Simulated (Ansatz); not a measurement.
## How fast states decay through Cs2KLiBr4

A new crystal, Cs2KLiBr4: structure, gap and complex bands. It is built by putting K for part of the Li in the CsLiBr2 structure of space group P4/nmm, with the volume rescaled by atomic radii. The parent structure comes from the Materials Project.

Calculated with Ansatz 0.2.0; PBE DFT, plane waves, PAW files, in the first sound run; inputs show where later runs differ.

The structure was built from a prototype and need not be the compound's stable phase.

### Step 1. Starting point

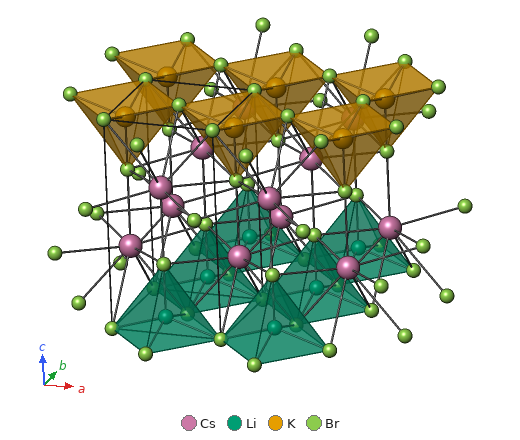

Start, viewed slightly off an axis; caesium pink, lithium teal, potassium orange, bromine green. 2×2×1 cells are drawn. Some periodic images of atoms are drawn too.

### Step 2. Cell and atoms at rest

The substituted atoms don't fit the parent's cell, so cell and atoms relax together. A small smearing keeps the run stable in case the gap closes on the way.

Input file input.yaml:

```yaml
crystal:
  lattice:
    - [5.3659713585, 0.0, 0.0]
    - [0.0, 5.3659713585, 0.0]
    - [0.0, 0.0, 10.2841077491]
  atoms:
    - { symbol: Cs, position: [0.0, 0.5, 0.30002588] }
    - { symbol: Cs, position: [0.5, 0.0, 0.69997412] }
    - { symbol: Li, position: [0.5, 0.0, 0.08248448] }
    - { symbol: K, position: [0.0, 0.5, 0.91751552] }
    - { symbol: Br, position: [0.0, 0.5, 0.66592057] }
    - { symbol: Br, position: [0.5, 0.0, 0.33407943] }
    - { symbol: Br, position: [0.0, 0.0, 0.0] }
    - { symbol: Br, position: [0.5, 0.5, 0.0] }
kpoints:
  mp_grid: { grid: [4, 4, 2] }
scf:
  occupations: { method: gaussian, width: 0.03 }
hamiltonian:
  xc: pbe
output:
  forces: true
  stress: true
relax:
  f_tol: 0.02
  max_steps: 60
  cell: {}
```

Run with:

```console
$ ansatz run input.yaml --threads 2 --pin off --max-ram 4096MiB --backend cpu --events-out ev --progress --plain --runs-dir out
```

Numbers of over 12 decimals in the logs are rounded to 6 here.

Log:

```text
Engine: ansatz 0.2.0, x86_64-unknown-linux-gnu
Pseudopotentials: kind: paw
Pseudopotential: Cs, paw, valence charge 9, recommended cutoff 420 eV (normal), Cs.paw.azcp
Pseudopotential: Li, paw, valence charge 3, recommended cutoff 420 eV (normal), Li.paw.azcp
Pseudopotential: K, paw, valence charge 9, recommended cutoff 420 eV (normal), K.paw.azcp
Pseudopotential: Br, paw, valence charge 7, recommended cutoff 420 eV (normal), Br.paw.azcp
Functional definition: PBE
  parameter kappa = 0.804
  parameter beta = 0.066725
  exchange = pbe_x(kappa = kappa, mu = beta*pi^2/3)
  correlation = pbe_c(beta = beta)
Crystal: 8 atoms, lattice volume = 296.117 Å³
Basis set: ecut = 420 eV, 5803 PW (Γ), exchange–correlation on 72×72×144 points (8 copies of the dense FFT grid, shifted against one another)
Bands: 37, of which v1, the nominal top of the filled ones, is band 29 counted from 1 (28 counted from 0)
Symmetry: 8 space group operations
Space group: P4mm (ITA 99), of the structure as read, at distance tolerance 6.7e-5 Å
k-points: 12 of 32
Non-local potential: Cs, projectors of the file, l = 0: 3, l = 1: 2, l = 2: 2, l = 3: 2
Non-local potential: Li, projectors of the file, l = 0: 3, l = 1: 2, l = 2: 1
Non-local potential: K, projectors of the file, l = 0: 3, l = 1: 2, l = 2: 2
Non-local potential: Br, projectors of the file, l = 0: 2, l = 1: 2, l = 2: 2
PAW form: soft (Blöchl's): semilocal exchange-correlation on the pseudo side does not see the compensation charge
PAW one-centre angular grid: Cs, 194 points (default); XC on 64 Gauss nodes
PAW one-centre angular grid: Li, 110 points (default); XC on 64 Gauss nodes
PAW one-centre angular grid: K, 110 points (default); XC on 64 Gauss nodes
PAW one-centre angular grid: Br, 110 points (default); XC on 64 Gauss nodes
Initial density: superposition of atomic densities (neutral atoms: chi_scale 0, normalization atom), corrected by the library's trained network
Initial wavefunctions: pseudopotential atomic-orbital guess
Functional: x = pbe(κ = 0.804, μ = 0.219515), c = pbe(β = 0.066725)
SCF iter   1: F=—  HF=-24229.006311 eV  |F-HF|=—  |Δ(HF+E_count)|=         —  Δρ=7.02e-4  dr2=3.63e-3  ethr=1.77e-3  ⟨swp⟩=12.8  Hψ=2739  notcnv=0
preconditioner: auto → Resta (q_TF=auto, 2.079 Å⁻¹)  ε∞=2.7  [insulator: Δε(μ)=4.119 eV  Ē_g=11.621 eV  σ=0.030 eV  W_gap=1.00  n_scr=46 (ndim 8)  ℏωp=15.3 eV  f_vac=0.079  D(μ)=0.00/eV (n_scr^D=0)  ε∞_Penn≈2.7]
SCF iter   2: F=—  HF=-24229.007021 eV  |F-HF|=—  |Δ(HF+E_count)|=   7.10e-4  Δρ=3.49e-4  dr2=7.59e-4  ethr=6.26e-6  ⟨swp⟩=2.8  Hψ=979  notcnv=0  defer=15
SCF iter   3: F=—  HF=-24229.006972 eV  |F-HF|=—  |Δ(HF+E_count)|=   4.87e-5  Δρ=1.28e-4  dr2=9.47e-5  ethr=1.31e-6  ⟨swp⟩=2.1  Hψ=662  notcnv=0  defer=15
SCF iter   4: F=—  HF=-24229.007051 eV  |F-HF|=—  |Δ(HF+E_count)|=   7.89e-5  Δρ=4.42e-5  dr2=1.10e-5  ethr=1.63e-7  ⟨swp⟩=2.0  Hψ=598  notcnv=0  defer=15
SCF iter   5: F=—  HF=-24229.007056 eV  |F-HF|=—  |Δ(HF+E_count)|=   4.80e-6  Δρ=9.00e-6  dr2=3.29e-7  ethr=1.90e-8  ⟨swp⟩=2.0  Hψ=658  notcnv=0  defer=15
SCF iter   6: F=-24229.007056 eV  HF=-24229.007056 eV  |F-HF|=1.22e-8  |Δ(HF+E_count)|=   4.33e-7  Δρ=2.33e-6  dr2=3.44e-8  ethr=1.72e-10  ⟨swp⟩=5.0  Hψ=1811  notcnv=0
SCF 1 converged in 6 iterations: F = -24229.007056 eV  dr2 = 3.44e-8
  greatest PAW one-centre occupation: 1.000 electrons in one spin orbital (limit 2), on the Li atom at site 2 (counted from 0), in its partial waves of l = 0
relax step   1: F+E_penalty+E_count = -24229.00705601 eV  Δ(F+E_penalty+E_count) = +0.000e0 eV  max|allowed force component| = 2.548e0 eV/Å  Δτ_max = 0.0000 Å  P = +3.034 GPa  Ω = 296.117 Å³  (6 SCF iters, dr2 threshold 1.00e-7 eV, accepted)
Crystal: 8 atoms, lattice volume = 307.246 Å³
Basis set: ecut = 420 eV, 5999 PW (Γ), exchange–correlation on 72×72×144 points (8 copies of the dense FFT grid, shifted against one another)
Initial density: handed on by an earlier stage of this run
Initial wavefunctions: those handed on with the density
iter 1 solved again at ethr=4.67e-5 eV; its pass at ethr=3.10e-3 eV (dr2=2.71e-2 eV) is discarded
SCF iter   1: F=—  HF=-24229.619850 eV  |F-HF|=—  |Δ(HF+E_count)|=         —  Δρ=2.58e-3  dr2=2.80e-2  ethr=4.67e-5  ⟨swp⟩=3.0  Hψ=2840  notcnv=0
preconditioner: auto → Resta (q_TF=auto, 2.066 Å⁻¹)  ε∞=2.7  [insulator: Δε(μ)=4.154 eV  Ē_g=11.566 eV  σ=0.030 eV  W_gap=1.00  n_scr=46 (ndim 8)  ℏωp=15.0 eV  f_vac=0.081  D(μ)=0.00/eV (n_scr^D=0)  ε∞_Penn≈2.7]
SCF iter   2: F=—  HF=-24229.612667 eV  |F-HF|=—  |Δ(HF+E_count)|=   7.18e-3  Δρ=1.06e-3  dr2=3.59e-3  ethr=4.67e-5  ⟨swp⟩=2.2  Hψ=791  notcnv=0
SCF iter   3: F=—  HF=-24229.612155 eV  |F-HF|=—  |Δ(HF+E_count)|=   5.13e-4  Δρ=3.09e-4  dr2=3.86e-4  ethr=6.19e-6  ⟨swp⟩=2.0  Hψ=668  notcnv=0
SCF iter   4: F=—  HF=-24229.612319 eV  |F-HF|=—  |Δ(HF+E_count)|=   1.65e-4  Δρ=4.74e-5  dr2=9.82e-6  ethr=6.66e-7  ⟨swp⟩=2.2  Hψ=741  notcnv=0
SCF iter   5: F=—  HF=-24229.612328 eV  |F-HF|=—  |Δ(HF+E_count)|=   8.87e-6  Δρ=1.47e-5  dr2=1.05e-6  ethr=1.38e-9  ⟨swp⟩=5.0  Hψ=1816  notcnv=0
SCF iter   6: F=-24229.612330 eV  HF=-24229.612330 eV  |F-HF|=1.02e-7  |Δ(HF+E_count)|=   1.66e-6  Δρ=3.16e-6  dr2=4.80e-8  ethr=1.38e-9  ⟨swp⟩=4.8  Hψ=1473  notcnv=0
SCF 2 converged in 6 iterations: F = -24229.612330 eV  dr2 = 4.80e-8
relax step   2: F+E_penalty+E_count = -24229.61232984 eV  Δ(F+E_penalty+E_count) = -6.053e-1 eV  max|allowed force component| = 9.427e-1 eV/Å  Δτ_max = 0.1946 Å  P = +1.603 GPa  Ω = 307.246 Å³  energy of the carried Pulay correction = -3.368e-4 eV  (6 SCF iters, dr2 threshold 8.00e-7 eV, accepted)
Crystal: 8 atoms, lattice volume = 321.611 Å³
Basis set: ecut = 420 eV, 6231 PW (Γ), exchange–correlation on 72×72×144 points (8 copies of the dense FFT grid, shifted against one another)
iter 1 solved again at ethr=1.81e-4 eV; its pass at ethr=3.10e-3 eV (dr2=1.05e-1 eV) is discarded
SCF iter   1: F=—  HF=-24229.962927 eV  |F-HF|=—  |Δ(HF+E_count)|=         —  Δρ=5.06e-3  dr2=1.09e-1  ethr=1.81e-4  ⟨swp⟩=2.8  Hψ=2677  notcnv=0
preconditioner: auto → Resta (q_TF=auto, 2.051 Å⁻¹)  ε∞=2.6  [insulator: Δε(μ)=3.822 eV  Ē_g=11.440 eV  σ=0.030 eV  W_gap=1.00  n_scr=46 (ndim 8)  ℏωp=14.6 eV  f_vac=0.084  D(μ)=0.00/eV (n_scr^D=0)  ε∞_Penn≈2.6]
SCF iter   2: F=—  HF=-24229.932638 eV  |F-HF|=—  |Δ(HF+E_count)|=   3.03e-2  Δρ=1.85e-3  dr2=1.17e-2  ethr=1.81e-4  ⟨swp⟩=2.6  Hψ=797  notcnv=0
SCF iter   3: F=—  HF=-24229.931195 eV  |F-HF|=—  |Δ(HF+E_count)|=   1.44e-3  Δρ=5.88e-4  dr2=1.07e-3  ethr=2.01e-5  ⟨swp⟩=2.2  Hψ=795  notcnv=0
SCF iter   4: F=—  HF=-24229.931286 eV  |F-HF|=—  |Δ(HF+E_count)|=   9.11e-5  Δρ=6.16e-5  dr2=2.13e-5  ethr=1.85e-6  ⟨swp⟩=2.0  Hψ=712  notcnv=0
SCF iter   5: F=—  HF=-24229.931357 eV  |F-HF|=—  |Δ(HF+E_count)|=   7.04e-5  Δρ=2.23e-5  dr2=2.52e-6  ethr=3.67e-8  ⟨swp⟩=2.0  Hψ=791  notcnv=0
SCF iter   6: F=-24229.931359 eV  HF=-24229.931359 eV  |F-HF|=1.80e-7  |Δ(HF+E_count)|=   2.54e-6  Δρ=5.44e-6  dr2=1.30e-7  ethr=1.38e-9  ⟨swp⟩=5.0  Hψ=1639  notcnv=0
SCF 3 converged in 6 iterations: F = -24229.931359 eV  dr2 = 1.30e-7
relax step   3: F+E_penalty+E_count = -24229.93135942 eV  Δ(F+E_penalty+E_count) = -3.190e-1 eV  max|allowed force component| = 2.662e-1 eV/Å  Δτ_max = 0.1949 Å  P = +0.464 GPa  Ω = 321.611 Å³  energy of the carried Pulay correction = -7.537e-4 eV  (6 SCF iters, dr2 threshold 8.00e-7 eV, accepted)
[... from here on, the SCF cycles and remarks between the steps are left out ...]
relax step   4: F+E_penalty+E_count = -24230.02057165 eV  Δ(F+E_penalty+E_count) = -8.921e-2 eV  max|allowed force component| = 2.576e-1 eV/Å  Δτ_max = 0.1371 Å  P = +0.079 GPa  Ω = 328.310 Å³  energy of the carried Pulay correction = -9.416e-4 eV  (6 SCF iters, dr2 threshold 8.00e-7 eV, accepted)
relax step   5: F+E_penalty+E_count = -24230.09024905 eV  Δ(F+E_penalty+E_count) = -6.968e-2 eV  max|allowed force component| = 1.820e-1 eV/Å  Δτ_max = 0.2000 Å  P = +0.252 GPa  Ω = 325.752 Å³  energy of the carried Pulay correction = -8.703e-4 eV  (6 SCF iters, dr2 threshold 8.00e-7 eV, accepted)
relax step   6: F+E_penalty+E_count = -24230.13225911 eV  Δ(F+E_penalty+E_count) = -4.201e-2 eV  max|allowed force component| = 9.219e-2 eV/Å  Δτ_max = 0.1950 Å  P = +0.210 GPa  Ω = 330.480 Å³  energy of the carried Pulay correction = -1.002e-3 eV  (6 SCF iters, dr2 threshold 8.00e-7 eV, accepted)
relax step   7: F+E_penalty+E_count = -24230.17478043 eV  Δ(F+E_penalty+E_count) = -4.252e-2 eV  max|allowed force component| = 6.878e-2 eV/Å  Δτ_max = 0.1333 Å  P = -0.103 GPa  Ω = 341.367 Å³  energy of the carried Pulay correction = -1.297e-3 eV  (6 SCF iters, dr2 threshold 8.00e-7 eV, accepted)
relax step   8: F+E_penalty+E_count = -24230.18244081 eV  Δ(F+E_penalty+E_count) = -7.660e-3 eV  max|allowed force component| = 3.305e-2 eV/Å  Δτ_max = 0.0988 Å  P = -0.030 GPa  Ω = 342.498 Å³  energy of the carried Pulay correction = -1.327e-3 eV  (6 SCF iters, dr2 threshold 2.96e-7 eV, accepted)
relax step   9: F+E_penalty+E_count = -24230.18432233 eV  Δ(F+E_penalty+E_count) = -1.882e-3 eV  max|allowed force component| = 2.828e-2 eV/Å  Δτ_max = 0.0249 Å  P = -0.023 GPa  Ω = 342.845 Å³  energy of the carried Pulay correction = -1.336e-3 eV  (5 SCF iters, dr2 threshold 6.83e-8 eV, accepted)
relax step  10: F+E_penalty+E_count = -24230.18486809 eV  Δ(F+E_penalty+E_count) = -5.458e-4 eV  max|allowed force component| = 3.714e-3 eV/Å  Δτ_max = 0.0193 Å  P = +0.005 GPa  Ω = 342.604 Å³  energy of the carried Pulay correction = -1.329e-3 eV  (5 SCF iters, dr2 threshold 5.00e-8 eV, accepted)
relax step  11: F+E_penalty+E_count = -24230.18912070 eV  Δ(F+E_penalty+E_count) = -4.253e-3 eV  max|allowed force component| = 3.878e-3 eV/Å  Δτ_max = 0.0000 Å  P = +0.029 GPa  Ω = 342.604 Å³  stress off target by 6.06e-2 GPa  SCF on the basis re-selected at this cell (its energy is not comparable with the rows above)  (6 SCF iters)
relax step  12: F+E_penalty+E_count = -24230.18964742 eV  Δ(F+E_penalty+E_count) = -5.267e-4 eV  max|allowed force component| = 4.949e-3 eV/Å  Δτ_max = 0.0187 Å  P = +0.021 GPa  Ω = 343.817 Å³  energy of the carried Pulay correction = -3.098e-5 eV  (6 SCF iters, dr2 threshold 9.19e-9 eV, accepted)
relax step  13: F+E_penalty+E_count = -24230.18973439 eV  Δ(F+E_penalty+E_count) = -8.698e-5 eV  max|allowed force component| = 7.381e-3 eV/Å  Δτ_max = 0.0189 Å  P = +0.007 GPa  Ω = 345.290 Å³  energy of the carried Pulay correction = -6.868e-5 eV  (8 SCF iters, accepted)
iter 1 solved again at ethr=4.21e-7 eV; its pass at ethr=3.10e-3 eV (dr2=2.44e-4 eV) is discarded
SCF iter   1: F=—  HF=-24230.189833 eV  |F-HF|=—  |Δ(HF+E_count)|=         —  Δρ=1.10e-5  dr2=2.66e-8  ethr=4.21e-7  ⟨swp⟩=3.5  Hψ=3948  notcnv=0
eigensolver tolerance schedule: the retry pair's looser diagonalisation over-reported the residual by 9166.44 of it (diagonalisation noise at an unbounded share of the residual, at the tolerance the schedule requests for it); recorded, not acted on — ethr = c·dr2/N_el stays at c = 1.0e-1
preconditioner: auto → Resta (q_TF=auto, 2.027 Å⁻¹)  ε∞=2.5  [insulator: Δε(μ)=3.246 eV  Ē_g=11.389 eV  σ=0.030 eV  W_gap=1.00  n_scr=54 (ndim 8)  ℏωp=14.1 eV  f_vac=0.168  D(μ)=0.00/eV (n_scr^D=0)  ε∞_Penn≈2.5]
SCF iter   2: F=—  HF=-24230.189785 eV  |F-HF|=—  |Δ(HF+E_count)|=   4.80e-5  Δρ=5.72e-6  dr2=8.21e-9  ethr=4.59e-11  ⟨swp⟩=3.9  Hψ=1294  notcnv=0
SCF iter   3: F=—  HF=-24230.189793 eV  |F-HF|=—  |Δ(HF+E_count)|=   7.73e-6  Δρ=3.04e-6  dr2=1.91e-9  ethr=1.42e-11  ⟨swp⟩=2.0  Hψ=779  notcnv=0
SCF iter   4: F=-24230.189796 eV  HF=-24230.189796 eV  |F-HF|=1.76e-9  |Δ(HF+E_count)|=   3.07e-6  Δρ=1.04e-7  dr2=1.92e-11  ethr=1.00e-12  ⟨swp⟩=4.0  Hψ=2020  notcnv=0
SCF 14 converged in 4 iterations: F = -24230.189796 eV  dr2 = 1.92e-11
relax step  14: F+E_penalty+E_count = -24230.18979573 eV  Δ(F+E_penalty+E_count) = -6.134e-5 eV  max|allowed force component| = 7.388e-3 eV/Å  Δτ_max = 0.0000 Å  P = +0.007 GPa  Ω = 345.290 Å³  stress off target by 7.25e-3 GPa  SCF on the basis re-selected at this cell (its energy is not comparable with the rows above)  (4 SCF iters)
basis re-selected at this cell: Δ(F+E_penalty+E_count) = -6.134e-5 eV, ΔP = -0.000 GPa vs the last step (what re-selecting the basis moved, of the pressure what is left beyond the Pulay correction that the steps carried, after the strain that the cell walked since its last selection, with what the two solves' SCF thresholds leave and, on support functions, any second-order correction that the steps lacked; it is no m [...]
SCF converged after 4 iterations
Free energy (F): -24230.189796 eV
Harris-Foulkes:  -24230.189796 eV  (|F-HF|=1.76e-9)
Internal energy: -24230.189796 eV  (E = F + TS)
E sigma→0 (E₀):  -24230.189796 eV
Fermi energy:    2.886855 eV
--- Per-component energies (eV) ---
  E_band       = -441.618252
  E_kinetic    = 1095.765262
  E_local      = -2745.961817  (includes V_loc(G=0)·N_el)
  E_nonlocal   = 320.424120
  E_hartree    = 933.395715
  E_xc         = -1555.371629
  E_vxc        = -849.378059  (∫ρ·V_xc dr)
  E_paw        = -19922.581009  (= ΣΔE_a)
  E_vpaw       = -129.259267  (= ΣTr[D̂ρ^β])
  E_aug_tail   = 0.000010  (compensation charges beyond the density's cutoff)
  E_ewald      = -2355.860446
  E_smearing   = -0.000000  (= −TS)
  E_closure    = -0.000000  (closes the sum)
  Σ components = -24230.189796   (vs F -24230.189796, Δ=0.00e0)
--- Forces (eV/Å), atoms counted from 1 ---
  atom   1  Cs     0.00000000    -0.00000000    -0.00075490
  atom   2  Cs     0.00000000    -0.00000000    -0.00133942
  atom   3  Li    -0.00000000     0.00000000     0.00280212
  atom   4  K      0.00000000    -0.00000000    -0.00697567
  atom   5  Br     0.00000000    -0.00000000    -0.00371957
  atom   6  Br    -0.00000000     0.00000000     0.00738682
  atom   7  Br    -0.00000000     0.00000000     0.00129499
  atom   8  Br     0.00000000    -0.00000000     0.00129499
  max |Σ_I F_I| component: 1.06e-5 eV/Å
--- Stress (GPa, compression-positive) ---
        0.006125       0.000000      -0.000000
        0.000000       0.006125       0.000000
       -0.000000       0.000000       0.007253
  P = ⅓ Tr σ = 0.0065 GPa (0.065 kbar)
--- Relaxed structure (12 steps of the walk, 12 accepted, 2 SCFs on fresh bases) ---
  F+E_penalty+E_count = -24230.18979573 eV   max|allowed force component| = 7.388e-3 eV/Å   (the final SCF, on the basis selected at the relaxed cell)
  cell:  # Å, volume = 345.2903 Å³
    - [5.389404, 0, 0]
    - [0, 5.389404, 0.0]
    - [0, 0.0, 11.887839]
  atoms:
    - { symbol: Cs, position: [0, 0.500000, 0.279617] }
    - { symbol: Cs, position: [0.500000, 0, 0.616101] }
    - { symbol: Li, position: [0.500000, 0, 0.109661] }
    - { symbol: K, position: [0, 0.500000, 0.914917] }
    - { symbol: Br, position: [0, 0.500000, 0.641553] }
    - { symbol: Br, position: [0.500000, 0, 0.326518] }
    - { symbol: Br, position: [0, 0, 0.055816] }
    - { symbol: Br, position: [0.500000, 0.500000, 0.055816] }
```

The job ended after 46 s (2 threads of Intel Xeon Platinum 8488C (Sapphire Rapids), shared host; peak memory 0.65 GiB; 89 s of CPU time).

Relaxation path:

```
step  energy less that of the first step (eV)  largest force component (eV/Å)  pressure (GPa)  volume (Å³)
   1                                   0.0000                          2.5478            3.03       296.12
   2                                  -0.6053                          0.9427            1.60       307.25
   3                                  -0.9243                          0.2662            0.46       321.61
   4                                  -1.0135                          0.2576            0.08       328.31
   5                                  -1.0832                          0.1820            0.25       325.75
   6                                  -1.1252                          0.0922            0.21       330.48
   7                                  -1.1677                          0.0688           -0.10       341.37
   8                                  -1.1754                          0.0331           -0.03       342.50
   9                                  -1.1773                          0.0283           -0.02       342.85
  10                                  -1.1778                          0.0037            0.01       342.60
 11*                                  -1.1821                          0.0039            0.03       342.60
  12                                  -1.1826                          0.0049            0.02       343.82
  13                                  -1.1827                          0.0074            0.01       345.29
 14*                                  -1.1827                          0.0074            0.01       345.29
```

Relaxation steps marked * repeat the geometry before them on a plane-wave basis chosen anew for their cell, so energy and pressure can jump there.

The run keeps the 8 symmetry operations that it works with, so distortions that break them were not tested.

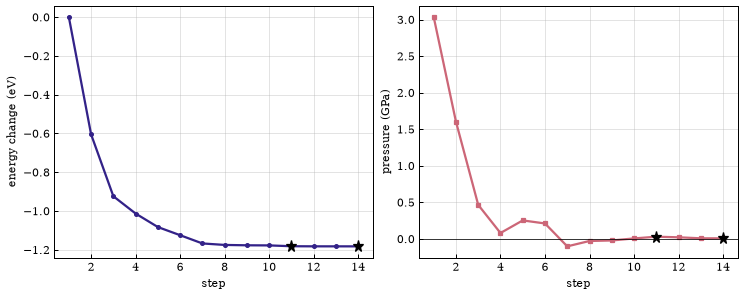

Energy and pressure along the relaxation. Stars mark steps on a basis chosen anew.

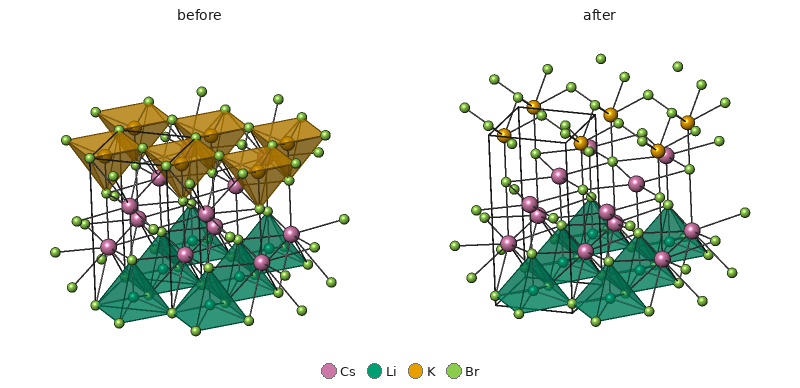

The structure before and after the relaxation, drawn at the same scale. Bonds to atoms that aren't drawn are left out.

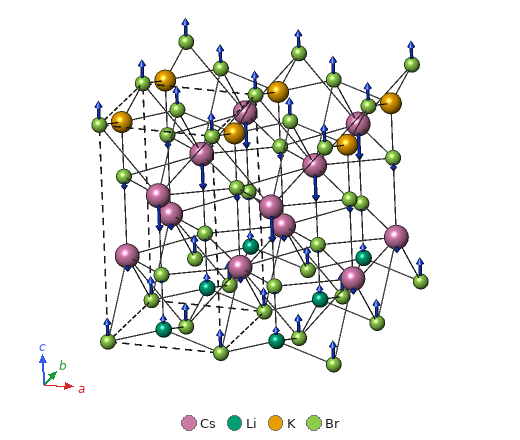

Displacements in the relaxation, exaggerated, measured against the changing cell; the longest in the cell stands for 1.00 Å. 2×2×1 cells are drawn. Some periodic images of atoms are drawn too.

```
     cell as run  before   after   change
           a (Å)   5.366   5.389   +0.4 %
           b (Å)   5.366   5.389   +0.4 %
           c (Å)  10.284  11.888  +15.6 %
volume (Å³/atom)   37.01   43.16  +16.6 %
```

The atoms that moved most (Å, as changes of fractional coordinates times the final cell):

```
atom     dx     dy      dz  length
 Cs2  0.000  0.000  -0.997   0.997
 Br8  0.000  0.000   0.664   0.664
 Br7  0.000  0.000   0.664   0.664
 Li3  0.000  0.000   0.323   0.323
 Br5  0.000  0.000  -0.290   0.290
 Cs1  0.000  0.000  -0.243   0.243
 Br6  0.000  0.000  -0.090   0.090
  K4  0.000  0.000  -0.031   0.031
```

Numbers from this step:

| Item | Value |
| --- | --- |
| free energy | -24230.1898 eV |
| Fermi energy | 2.887 eV |
| pressure | 0.006501 GPa |

The largest force component on a free atom ends at 0.0074 eV/Å.

(Continued in part 2 of 3.)

[Logs are printed without paths, hosts, clocks, repeated set-up lines and the standing remarks that a program may print on its own settings, such as how far it seeks lower states.]

[Hosts, paths, dates, database ids (printed as entryN), source tags and the programs' standing remarks are cut or masked in the printed files.]

[New means built here by substitution; the compound itself may be known and measured.]
